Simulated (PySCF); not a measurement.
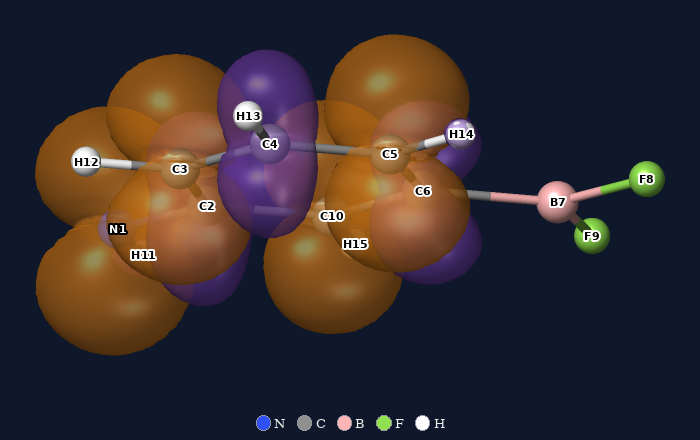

C6H5BF2N (SMILES [NH]c1cccc(B(F)F)c1) (doublet). Isosurfaces of the spin density (α minus β) at +0.015 (orange) and −0.015 e/Å³ (purple), seen from one side.

Geometry: GFN2-xTB.

Level of theory: UKS B3LYP, pcH-1 on B C F H N, non-relativistic, mean-field spin-orbit, GIAO in PySCF 2.14.0, density-fitted response routines.

```xyz
15

N    -2.0051   -1.9709    0.2813
C    -1.2238   -0.9337    0.1532
C    -1.8326    0.3612    0.1088
C    -1.0695    1.4916   -0.0251
C     0.3165    1.4048   -0.1223
C     0.9706    0.1573   -0.0839
B     2.5217    0.0710   -0.1919
F     3.2920    1.1339   -0.3209
F     3.1788   -1.0721   -0.1616
C     0.2045   -0.9871    0.0515
H    -1.5055   -2.8577    0.3054
H    -2.9075    0.4020    0.1856
H    -1.5421    2.4624   -0.0568
H     0.9102    2.2998   -0.2285
H     0.6875   -1.9545    0.0833
```

> Describe the spin distribution.

The unpaired spin (1 electron) lies mostly on N1 (about 0.5), C5 (about 0.2), C10 (about 0.2) and C3 (about 0.2), in electrons by Hirshfeld's partition.
